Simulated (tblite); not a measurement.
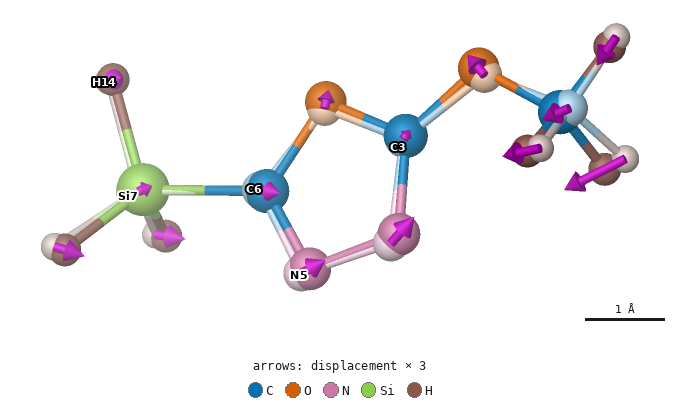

A relaxation of C₃H₆N₂O₂Si. The starting structure is drawn faded, the final one solid; purple arrows show the displacements, magnified 3 times. The two geometries are superimposed by the best rigid fit.

A ball-and-stick model, seen at a tilt.

Computed with tblite 0.8.0, GFN2-xTB geometry optimisation, gas phase. 

> Which element moves most?

Hydrogen: up to 0.30 Å, against 0.16 Å for nitrogen.

> Describe the change and its energy.

The atom that moves furthest after the best rigid fit is an H atom (0.30 Å). Largest moves by element: H 0.30 Å, N 0.16 Å, C 0.14 Å, O 0.13 Å, Si 0.07 Å. Some distances before and after: C–N 1.361 → 1.294 Å, C–O 1.375 → 1.318 Å, C–N 1.338 → 1.288 Å, C–Si 1.837 → 1.878 Å. Among the angles between lasting bonds that change: C–O–C 124.4° → 114.1°, C–O–C 109.2° → 102.0°, Si–C–O 127.8° → 120.7°. The energy falls by 54.0 kJ/mol in 52 geometry steps.
